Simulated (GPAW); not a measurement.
## A GW chain in GPAW: NaAsF6 (R-3)

Aim: the G0W0 gap of NaAsF6 (R-3) on LDA, step by step.

Main program and level: GPAW 26.7.0; LDA and many-body steps on it, plane waves.

### Step 1. The starting structure

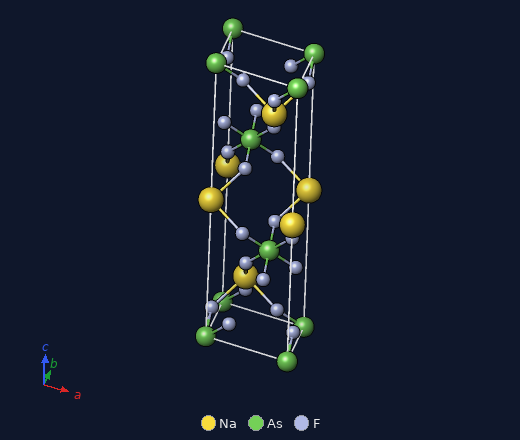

Start, viewed slightly off an axis; sodium yellow, arsenic green, fluorine light blue. This picture shows the conventional cell, with its axes. Some periodic images of atoms are drawn too.

Structure file:

```cif
data_structure
_symmetry_space_group_name_H-M 'R-3:H'
_symmetry_Int_Tables_number 148
_cell_length_a 5.0966
_cell_length_b 5.0966
_cell_length_c 14.1219
_cell_angle_alpha 90.000
_cell_angle_beta 90.000
_cell_angle_gamma 120.000
_cell_volume 317.68
loop_
_atom_site_label
_atom_site_type_symbol
_atom_site_symmetry_multiplicity
_atom_site_Wyckoff_symbol
_atom_site_fract_x
_atom_site_fract_y
_atom_site_fract_z
_atom_site_occupancy
Na1 Na 3 b 0.33333 0.66667 0.16667 1
As1 As 3 a 0.00000 0.00000 0.00000 1
F1 F 18 f 0.94806 0.61006 0.26193 1
```

The cell and positions are those that the Materials Project relaxed with its own functionals (PBE, PBE+U or r2SCAN), kept fixed.

### Step 2. Ground state

This step: GPAW 26.7.0; DFT, LDA, plane waves, PAW.

The ground-state density comes first.

run.py

```python
import json
import numpy as np
from gpaw.mpi import world
from ase import Atoms
from gpaw import GPAW, PW, FermiDirac

atoms = Atoms(['Na', 'As', 'F', 'F', 'F', 'F', 'F', 'F'],
    cell=[[2.5483170259, 1.4712715209, 4.7072945667],
      [-2.5483170259, 1.4712715209, 4.7072945667],
      [0.0000000000, -2.9425430418, 4.7072945667]],
    scaled_positions=[[0.5000000000, 0.5000000000, 0.5000000000],
      [0.0000000000, 0.0000000000, 0.0000000000],
      [0.3481305100, 0.0760717400, 0.7900122800],
      [0.7900122800, 0.3481305100, 0.0760717400],
      [0.0760717400, 0.7900122800, 0.3481305100],
      [0.6518694900, 0.9239282600, 0.2099877200],
      [0.2099877200, 0.6518694900, 0.9239282600],
      [0.9239282600, 0.2099877200, 0.6518694900]],
    pbc=(True, True, True))
calc = GPAW(mode=PW(600),
    xc='LDA',
    kpts={'size': (6, 6, 6), 'gamma': True},
    occupations=FermiDirac(0.001),
    nbands=-10,
    convergence={'density': 1e-6, 'bands': -3},
    maxiter=100,
    txt='gs.txt')
atoms.calc = calc
res = {'energy': atoms.get_potential_energy()}
kpts = calc.get_ibz_k_points()
res['kpts'] = kpts
res['eigenvalues'] = [calc.get_eigenvalues(kpt=k) for k in range(len(kpts))]
res['n_electrons'] = calc.get_number_of_electrons()
calc.write('gs.gpw')

if world.rank == 0:
    with open('result.json', 'w') as f:
        json.dump(res, f, default=lambda x: x.tolist())
```

Launch:

```bash
> mpirun -n 4 gpaw python run.py
```

Numbers of over 12 decimals in the logs are rounded to 6 here.

What it wrote:

```text
__  _  _
 | _ |_)|_||  |
 |__||  | ||/\| - 26.7.0

Input parameters:
  mode=PW(ecut=600.0),
  convergence={'density': 1e-06, 'bands': -3},
  kpts=MonkhorstPack(size=(6, 6, 6), gamma=True),
  maxiter=100,
  nbands=-10,
  occupations=Occupations(name='fermi-dirac', width=0.001, fixmagmom=False),
  xc=XC(name='LDA')
  [... matrices ...]
Diagonalizing LCAO Hamiltonian
Converting LCAO to pw mode

            F
                 F
         F
             Na  F
         F
              F

             As

Atoms  # Å, Bohr magnetons
|   | symbol |         x |         y |        z |    initial magnetic moments |
| 0 |     Na |  0.000000 |  0.000000 | 7.060942 | ( 0.0000,  0.0000,  0.0000) |
| 1 |     As |  0.000000 |  0.000000 | 0.000000 | ( 0.0000,  0.0000,  0.0000) |
| 2 |      F |  0.693292 | -1.700528 | 5.715665 | ( 0.0000,  0.0000,  0.0000) |
| 3 |      F |  1.126055 |  1.450673 | 5.715665 | ( 0.0000,  0.0000,  0.0000) |
| 4 |      F | -1.819347 |  0.249856 | 5.715665 | ( 0.0000,  0.0000,  0.0000) |
| 5 |      F | -0.693292 |  1.700528 | 8.406218 | ( 0.0000,  0.0000,  0.0000) |
| 6 |      F | -1.126055 | -1.450673 | 8.406218 | ( 0.0000,  0.0000,  0.0000) |
| 7 |      F |  1.819347 | -0.249856 | 8.406218 | ( 0.0000,  0.0000,  0.0000) |

Unit cell  # Å
| periodic |         x |         y |        z |  lengths |    angles |
|      yes |  2.548317 |  1.471272 | 4.707295 | 5.551323 | 54.651237 |
|      yes | -2.548317 |  1.471272 | 4.707295 | 5.551323 | 54.651237 |
|      yes |  0.000000 | -2.942543 | 4.707295 | 5.551323 | 54.651237 |

Number of symmetries: 6
Symmetry operations  # r_c * U_cc + t_c -> r_c
|   | kind |            matrix            |
| 0 |  E   |  1, 0, 0,  0, 1, 0,  0, 0, 1 |
| 1 |  C3  |  0, 1, 0,  0, 0, 1,  1, 0, 0 |
| 2 |  C3  |  0, 0, 1,  1, 0, 0,  0, 1, 0 |
| 3 |  S6  |  0, 0,-1, -1, 0, 0,  0,-1, 0 |
| 4 |  S6  |  0,-1, 0,  0, 0,-1, -1, 0, 0 |
| 5 |  i   | -1, 0, 0,  0,-1, 0,  0, 0,-1 |

BZ-sampling:
  Number of BZ points: 216
  Number of IBZ points: 40

  Monkhorst-Pack size: [6, 6, 6]
  Monkhorst-Pack shift: [0.083333, 0.083333, 0.083333]

K-points  # in reciprocal-cell coordinates
|     |                                coordinates |     weight |
|   0 | (  0.00000000,   0.00000000,   0.00000000) | 0.00462963 |
|   1 | (  0.16666667,   0.00000000,  -0.16666667) | 0.02777778 |
|   2 | (  0.16666667,   0.00000000,   0.00000000) | 0.02777778 |
|   3 | (  0.16666667,   0.16666667,  -0.16666667) | 0.02777778 |
|   4 | (  0.16666667,   0.16666667,   0.00000000) | 0.02777778 |
|   5 | (  0.16666667,   0.16666667,   0.16666667) | 0.00925926 |
|   6 | (  0.33333333,  -0.16666667,  -0.33333333) | 0.02777778 |
|   7 | (  0.33333333,  -0.16666667,  -0.16666667) | 0.02777778 |
|   8 | (  0.33333333,  -0.16666667,   0.00000000) | 0.02777778 |
|   9 | (  0.33333333,  -0.16666667,   0.16666667) | 0.02777778 |
| ... |                                            |            |
|  39 | (  0.50000000,   0.50000000,   0.50000000) | 0.00462963 |

Plane wave coefficients: 3570
Cutoff: 600.0 eV

Spin-components: 1 (collinear spins)
Bands:           37
Projectors:      40
Spin-degeneracy: 2
Datatype:        complex128

  Storage: CPU
  Wave functions: 83_566_720 bytes (20_891_680 per core)
  Projectors: 72_273_920 bytes (18_068_480 per core)
  [... matrices ...]
Parallelization:
  kpt:    4
  domain: 1
  band:   1

Density:
  Valence electrons: 54.0
  Components: 1
  Grid points: [32 32 32]
  Charge: 0.0  # |e|

Potential:
  Grid points: [32 32 32]

species:
  Na:
    name:    Sodium
    Z:       11.0
    valence: 7
    core:    4
    charge:  0.0  # [|e|]
    compensation charges:
      type: gauss
      rc: 0.37  # [Å]
      lmax: 2
    cutoffs:
      filter: 2.17  # [Å]
      core: 2.59  # [Å]
    projectors
    | kind |    occ | energy [eV] | rcut [Å] |
    |   3s |  1.000 |      -2.819 |    1.201 |
    |   2p |  6.000 |     -28.826 |    1.217 |
    |   3p |  0.000 |      -0.774 |    1.217 |
    |    s |        |      24.392 |    1.201 |
    |    d |        |       0.000 |    1.238 |

    Using partial waves for Na as LCAO basis

  As:
    name:    Arsenic
    Z:       33.0
    valence: 5
    core:    28
    charge:  0.0  # [|e|]
    compensation charges:
      type: gauss
      rc: 0.33  # [Å]
      lmax: 2
    cutoffs:
      filter: 1.87  # [Å]
      core: 2.96  # [Å]
    projectors
    | kind |    occ | energy [eV] | rcut [Å] |
    |   4s |  2.000 |     -14.691 |    1.058 |
    |   4p |  3.000 |      -5.342 |    1.058 |
    |    s |        |      12.520 |    1.058 |
    |    p |        |      21.869 |    1.058 |
    |    d |        |       0.000 |    1.058 |

    Using partial waves for As as LCAO basis

  F:
    name:    Fluorine
    Z:       9.0
    valence: 7
    core:    2
    charge:  0.0  # [|e|]
    compensation charges:
      type: gauss
      rc: 0.20  # [Å]
      lmax: 2
    cutoffs:
      filter: 1.14  # [Å]
      core: 0.74  # [Å]
    projectors
    | kind |    occ | energy [eV] | rcut [Å] |
    |   2s |  2.000 |     -29.647 |    0.635 |
    |   2p |  5.000 |     -11.293 |    0.635 |
    |    s |        |      -2.435 |    0.635 |
    |    p |        |      15.918 |    0.635 |
    |    d |        |       0.000 |    0.635 |

    Using partial waves for F as LCAO basis

Reference energy: -82012.369121  # eV

eigensolver:
  PPCG
  Converge bands: -3
  niter=2

density mixing:
  MSR1-Mixer
  Pratt-step length: 0.05
  Maximum mixing coefficient: 0.75
  Old densities: 10
  SVD Regularization: 0.005
  Good broyden scale: 1.0
  Trust region scale: 1.0
  Backstep threshold: 4.0
  History deletion threshold: 6.0
  Fourier metric: weight=20.0, sigma=0.015

occupation numbers:
  Fermi-Dirac:
    width: 0.0010  # eV

poisson solver:
  ecut: 4800.0  # eV

xc functional:
  name: None

Initialization done in: 2.690 s

convergence criteria:
- Maximum integral of absolute [dens]ity change: 1e-06 electrons / valence electron
- Maximum [total energy] change in last 3 cyles: 0.0005 eV / valence electron
- Maximum integral of absolute [eigenst]ate change: 4e-08 eV^2 / valence electron
maximum number of iterations: 100

SCF iterations
|iter     |     time |      energy | eigst |  dens |
|iter:   1|  |  -42.953402 | +0.31 |       |
|iter:   2|  |  -42.082962 | -0.52 | -1.05 |
|iter:   3|  |  -39.328614 | -0.24 | -1.10 |
|iter:   4|  |  -39.294004 | -1.22 | -1.64 |
|iter:   5|  |  -39.285978 | -1.42 | -1.97 |
|iter:   6|  |  -39.285918c| -1.87 | -3.13 |
|iter:   7|  |  -39.285918c| -2.36 | -3.54 |
|iter:   8|  |  -39.285918c| -2.77 | -4.04 |
|iter:   9|  |  -39.285918c| -2.88 | -5.07 |
|iter:  10|  |  -39.285918c| -3.13 | -5.73 |
|iter:  11|  |  -39.285918c| -3.32 | -6.32c|
|iter:  12|  |  -39.285918c| -3.53 | -7.14c|
|iter:  13|  |  -39.285918c| -3.83 | -7.94c|
|iter:  14|  |  -39.285918c| -4.10 | -8.61c|
|iter:  15|  |  -39.285918c| -4.59 | -9.51c|
|iter:  16|  |  -39.285918c| -4.98 |-10.07c|
|iter:  17|  |  -39.285918c| -5.45 |-10.93c|
|iter:  18|  |  -39.285918c| -5.78 |-11.49c|
|iter:  19|  |  -39.285918c| -6.13 |-12.10c|
|iter:  20|  |  -39.285918c| -6.54 |-12.71c|
|iter:  21|  |  -39.285918c| -6.89 |-13.15c|
|iter:  22|  |  -39.285918c| -7.31 |-13.64c|
|iter:  23|  |  -39.285918c| -7.58c|-13.91c|

Converged in 23 steps
SCF loop duration: 43.743 s (1.902 s/step)
Energy contributions relative to reference atoms: (reference = -82012.369121)
  [... matrices ...]
Energy contributions:
  Kinetic:          55.731841
  Coulomb:         -51.273077
  Zero:              1.296779
  External:          0.000000
  Xc:              -45.041461
  Entropy:          -0.000000
  Spinorbit:         0.000000
  ----------------------------
  Free energy:     -39.285918
  Extrapolated:    -39.285918

dipole moment: (-0.000000, -0.000000, -45.943624)  # |e|*Ang

Fermi level: -0.359
Eigenvalues  # (at kpt = [0.000, 0.000, 0.000])
| band index |      eig [eV] | occ [0-2] |
|          0 |       -24.581 |     2.000 |
|        ... |               |           |
|         19 |        -3.208 |     2.000 |
|         20 |        -3.208 |     2.000 |
|         21 |        -3.044 |     2.000 |
|         22 |        -2.946 |     2.000 |
|         23 |        -2.946 |     2.000 |
|         24 |        -2.843 |     2.000 |
|         25 |        -2.551 |     2.000 |
|         26 |        -2.551 |     2.000 |
|         27 |         2.994 |     0.000 |
[...]
|         31 |         9.714 |     0.000 |
|         32 |        12.225 |     0.000 |
|         33 |        12.405 |     0.000 |
|         34 |        13.058 |     0.000 |
|        ... |               |           |
|         36 |        13.426 |     0.000 |

Gap: 5.466 eV
Transition (v -> c):
  (s=0, k=36, n=26, [0.50, 0.50, 0.00]) -> (s=0, k=0, n=27, [0.00, 0.00, 0.00])
Direct/indirect transitions are different
Direct gap: 5.545 eV
Transition at: (s=0, k=0, n=26, [0.00, 0.00, 0.00])
# Writing to gs.gpw (mode='')
  [... matrices ...]
```

It took 48 s on 4 MPI ranks of Arm Neoverse V1, shared host; peak memory 0.92 GiB.

This step gave:

* total energy: -39.29 eV
* gap: 5.466 eV
* k of the valence top: 0.5, 0.5, 0
* k of the conduction bottom: 0, 0, 0
* least direct gap: 5.545 eV

The gap is indirect, with the least direct gap 0.08 eV higher.

### Step 3. Empty states on the mesh, 2×2×2 mesh, 366 bands

The sums over transitions need many empty states on a uniform mesh; this step solves for them.

run.py

```python
import json
import numpy as np
from gpaw.mpi import world
from gpaw import GPAW

calc = GPAW('gs.gpw').fixed_density(kpts={'size': (2, 2, 2), 'gamma': True},
    parallel={'domain': 1, 'band': 1},
    txt='nscf.txt')
calc.diagonalize_full_hamiltonian(nbands=366)
calc.write('full.gpw', mode='all')
res = {}
kpts = calc.get_ibz_k_points()
res['kpts'] = kpts
res['eigenvalues'] = [calc.get_eigenvalues(kpt=k) for k in range(len(kpts))]
res['n_electrons'] = calc.get_number_of_electrons()

if world.rank == 0:
    with open('result.json', 'w') as f:
        json.dump(res, f, default=lambda x: x.tolist())
```

Launch:

```bash
> mpirun -n 4 gpaw python run.py
```

What it wrote:

```text
Diagonalizing LCAO Hamiltonian
Converting LCAO to pw mode
convergence criteria:
- Maximum integral of absolute [eigenst]ate change: 4e-08 eV^2 / valence electron
maximum number of iterations: 100

SCF iterations
|iter     |     time |      energy | eigst |  dens |
|iter:   1|  |             | +0.52 |       |
|iter:   2|  |             | -0.70 |       |
|iter:   3|  |             | -0.98 |       |
[...]
|iter:  26|  |             | -7.14 |       |
|iter:  27|  |             | -7.40 |       |
|iter:  28|  |             | -7.67c|       |
SCF steps: 28
  __  _  _
 | _ |_)|_||  |
 |__||  | ||/\| - 26.7.0

Input parameters:
  mode=PW(ecut=600.0),
  convergence={'density': 1e-06, 'bands': -3},
  gpts=array([32, 32, 32]),
  kpts=MonkhorstPack(size=(2, 2, 2), gamma=True),
  maxiter=100,
  nbands=37,
  occupations=Occupations(name='fermi-dirac', width=0.001, fixmagmom=False),
  parallel={'domain': 1, 'band': 1},
  xc=XC(name='LDA')
Matrix size: 3529x3529
# Writing to full.gpw (mode='all')
  [... matrices ...]

timing:  # [seconds]
  Total: 39.868  # ━━━━━━━━━━━━━━━━━━━━━━━━━━━━━━━━━━━━━━━━━━━━━━━━━━━━━━━━━━
```

It took 49 s on 4 MPI ranks; peak memory 4 GiB.

This step gave:

| Property | Result |
| --- | --- |
| gap | 5.466 eV |
| k of the valence top | 0.5, 0.5, 0 |
| k of the conduction bottom | 0, 0, 0 |
| least direct gap | 5.545 eV |
| k points computed | 4 |
| lowest point of the top converged band, above the valence top | 124.3293 eV |

On this mesh the gap is 5.466 eV.

### Step 4. Screening and self-energy, 2×2×2 mesh, 165 bands, screening to 78 eV

G0W0 replaces the xc potential by the self-energy, built once from these orbitals. Only a window of levels is corrected, while the sums run over the empty bands that the input names.

This step: G0W0 on LDA, plane waves, PAW.

run.py

```python
import json
import numpy as np
from gpaw.mpi import world
from gpaw.response.g0w0 import G0W0

gw = G0W0('full.gpw',
    filename='gw',
    kpts=[0, 2],
    bands=(25, 29),
    ecut=78,
    nbands=165,
    integrate_gamma='WS',
    ppa=True)
gw.calculate()
res = {mode: {k: v for k, v in r.items() if k != 'sigma_eskwn'}
       for mode, r in gw.all_results.items()}

if world.rank == 0:
    with open('result.json', 'w') as f:
        json.dump(res, f, default=lambda x: x.tolist())
```

Launch:

```bash
> mpirun -n 4 gpaw python run.py
```

What it wrote:

```text
Using integrator: PointIntegrator
FrequencyGridDescriptor(from 0.000+0.000j to 0.000+27.211j eV, 2 points)
Nonperiodic BCs:  [False False False]
Using integrator: PointIntegrator
FrequencyGridDescriptor(from 0.000+0.000j to 0.000+27.211j eV, 2 points)
Nonperiodic BCs:  [False False False]
  ___  _ _ _
 |   || | | |
 | | || | | |
 |__ ||_____|
 |___|

BZ k-points: Symmetries present (total): 6

  [... matrices ...]
8 k-points: 2 x 2 x 2 Monkhorst-Pack grid + [1/4,1/4,1/4]
4 k-points in the irreducible part of the Brillouin zone
       k-points in crystal coordinates                weights
   0:     0.00000000    0.00000000    0.00000000          1/8
   1:     0.50000000    0.00000000    0.00000000          3/8
   2:     0.50000000    0.50000000    0.00000000          3/8
   3:     0.50000000    0.50000000    0.50000000          1/8

Distributing spins, k-points and bands (1 x 2 x 4) over 4 processes
Number of blocks: 1

Quasi particle states:
k-points (IBZ indices): [0, 2]
Band range: (25, 29)
  [... matrices ...]
Computational parameters:
Plane wave cut-off: 78 eV
Number of bands: 165
Coulomb cutoff: None
Broadening: 0.1 eV

fxc modes: GW
Kernel: RPA
Using Godby-Needs plasmon-pole approximation:
  Fitting energy: i*E0, E0 = 1.000 Hartree
Summing all q:

Calculating screened Coulomb potential
No Coulomb truncation
FrequencyGridDescriptor(from 0.000+0.000j to 0.000+27.211j eV, 2 points)
Removing empty qpoint cache files...

Calculating chi0 body with:
    Ground state adapter containing:
    Number of spins: 1
    Number of kpoints: 8
    Number of irreducible kpoints: 4
    Number of completely occupied states: 27
    Number of partially occupied states: 27
    Occupied states memory: 13.5 M / cpu

    Linear response parametrization:
    q_c: [0.0, 0.0, 0.0]
    Number of frequency points: 2
    Planewave cutoff: 78.0
    Number of bands: 165
    Number of planewaves: 169
    Broadening (eta): 1e-06
    comm.size: 4
    kncomm.size: 4
    blockcomm.size: 1

    Memory estimate of potentially large arrays:
        chi0_wGG: 0.871613 M / cpu
Integrating chi0 body.

Symmetries of q_c:
    Direct symmetries (Uq -> q): 6
    Indirect symmetries (TUq -> q): 0
In total 6 allowed symmetries.

  [... matrices ...]
4 groups of equivalent kpoints. 50.0% reduction.

Integral kind: response function
Integrating chi0 head and wings.

Symmetries of q_c:
    Direct symmetries (Uq -> q): 6
    Indirect symmetries (TUq -> q): 0
In total 6 allowed symmetries.

  [... matrices ...]
4 groups of equivalent kpoints. 50.0% reduction.

Integral kind: response function wings

Calculating chi0 body with:
    Ground state adapter containing:
    Number of spins: 1
    Number of kpoints: 8
    Number of irreducible kpoints: 4
    Number of completely occupied states: 27
    Number of partially occupied states: 27
    Occupied states memory: 13.5 M / cpu

    Linear response parametrization:
    q_c: [0.5, 0.0, 0.0]
[... the further q-points ...]

Results:
f:      Occupation numbers
eps:     KS-eigenvalues [eV]
vxc:     KS vxc [eV]
exx:     Exact exchange [eV]
sigma:   Self-energies [eV]
dsigma:  Self-energy derivatives
Z:       Renormalization factors
qp:      QP-energies [eV]

k-point 0 (0): (0.000, 0.000, 0.000)                GW
band       f     eps     vxc     exx   sigma  dsigma       Z      qp
                                                                   GW
  25   1.000  -2.551 -24.456 -32.389   5.112  -0.218   0.821  -4.867
  26   1.000  -2.551 -24.456 -32.389   5.112  -0.218   0.821  -4.867
  27   0.000   2.994 -20.247 -14.674  -2.032  -0.142   0.876   6.095
  28   0.000   7.712 -14.585  -8.802  -2.592  -0.098   0.911  10.618

k-point 1 (2): (0.500, 0.500, 0.000)                GW
band       f     eps     vxc     exx   sigma  dsigma       Z      qp
                                                                   GW
  25   1.000  -2.570 -24.375 -32.287   5.086  -0.218   0.821  -4.891
  26   1.000  -2.472 -24.575 -32.481   5.106  -0.218   0.821  -4.771
  27   0.000   3.964 -24.434 -18.200  -1.827  -0.161   0.862   7.761
  28   0.000   8.356 -14.752  -9.142  -2.642  -0.126   0.888  10.993
```

The job ended after 17 s (4 MPI ranks; peak memory 1.6 GiB).

This step gave:

| Item | Value |
| --- | --- |
| G0W0 gap on the points computed | 10.87 eV |
| least direct G0W0 gap on the computed points | 10.96 eV |
| Z at the valence top | 0.8211 |
| Z at the conduction bottom | 0.8758 |
| starting gap on the mesh | 5.466 eV |
| k of the valence top | 0.5, 0.5, 0 |
| k of the conduction bottom | 0, 0, 0 |

The gap on the mesh goes from 5.47 eV to 10.87 eV, a correction of +5.40 eV.

Limits: finite bands, cutoff and mesh; no spin-orbit coupling; coarse k mesh. v1 is the top filled band, c1 the lowest empty one. The levels before and after the correction (eV, zero at the valence-band top of each column):

|  | conduction bottom | valence top |
| --- | --- | --- |
| Kohn-Sham | 5.47 | 0.00 |
| G0W0 | 10.87 | 0.00 |

|  | level | energy (eV) |
| --- | --- | --- |
| Kohn-Sham | Γ v2-v1 | -0.079 |
| Kohn-Sham | Γ c1 | 5.466 |
| Kohn-Sham | Γ c2 | 10.184 |
| Kohn-Sham | (0.5 0.5 0) v2 | -0.098 |
| Kohn-Sham | (0.5 0.5 0) v1 | 0.000 |
| Kohn-Sham | (0.5 0.5 0) c1 | 6.436 |
| Kohn-Sham | (0.5 0.5 0) c2 | 10.828 |
| G0W0 | Γ v2-v1 | -0.096 |
| G0W0 | Γ c1 | 10.866 |
| G0W0 | Γ c2 | 15.389 |
| G0W0 | (0.5 0.5 0) v2 | -0.119 |
| G0W0 | (0.5 0.5 0) v1 | 0.000 |
| G0W0 | (0.5 0.5 0) c1 | 12.532 |
| G0W0 | (0.5 0.5 0) c2 | 15.764 |

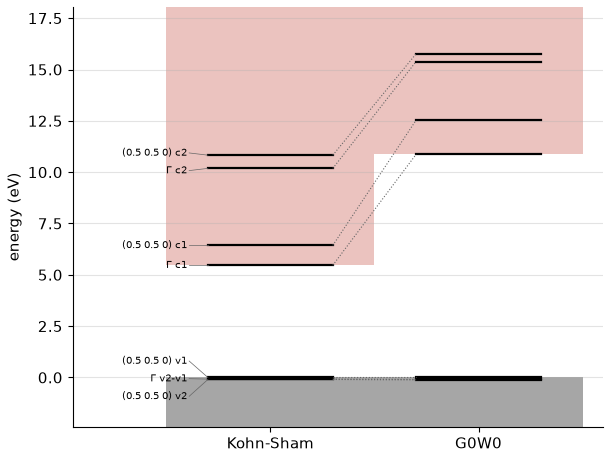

Levels before and after the correction. Shaded: valence and conduction bands.

### Step 5. Where the time went

Times are wall times on 4 MPI ranks of Arm Neoverse V1, shared host, good to a factor of about two.

| step | time | share | memory (GiB) |
| --- | --- | --- | --- |
| ground state | 48 s | 42 % | 0.92 |
| empty states on the mesh | 49 s | 43 % | 4.0 |
| screening and self-energy | 17 s | 15 % | 1.6 |

### Step 6. Results

* LDA gap: 5.47 eV, indirect
* G0W0 gap on the mesh: 10.87 eV
* GW settings: 2×2×2 mesh, 165 bands, screening to 78 eV, Godby-Needs plasmon pole
* known limits: not at the basis limit; no spin-orbit coupling; coarse k mesh

In words: G0W0 moves the gap on the mesh from 5.47 eV to 10.87 eV (+5.40 eV), with Z of 0.82 and 0.88 at the edges. Only 2 of the mesh's irreducible points were corrected, so a valley elsewhere could overtake. Bands and cutoff are finite, so the gap is not at the basis limit. The miss can reach some tenths of an eV and take either sign; the mesh is an error of its own. These stock PAW sets were not made for GW; the filled d or f shell of As lies in the frozen core, which bears on start and correction. In the G0W0 run levels were corrected at 2 k points alone, so a gap called «on the mesh» is the least over those, and an edge elsewhere would be missed. The 2×2×2 mesh is coarse for this cell, which bears on the long-range parts of exchange and screening. The many-body steps are scalar-relativistic: spin-orbit coupling is not in them.

[Paths, hosts, dates, memory and timing lines, banners, echoed tables and standing remarks are left out of the program output.]

[Logs are printed without paths, hosts, clocks, repeated set-up lines and the standing remarks that a program may print on its own settings, such as how far it seeks lower states.]

[Runs of the session that timed out or met a known fault of the program may be left out.]

[Hosts, paths, dates, database ids (printed as entryN), source tags and the programs' standing remarks are cut or masked in the printed files.]
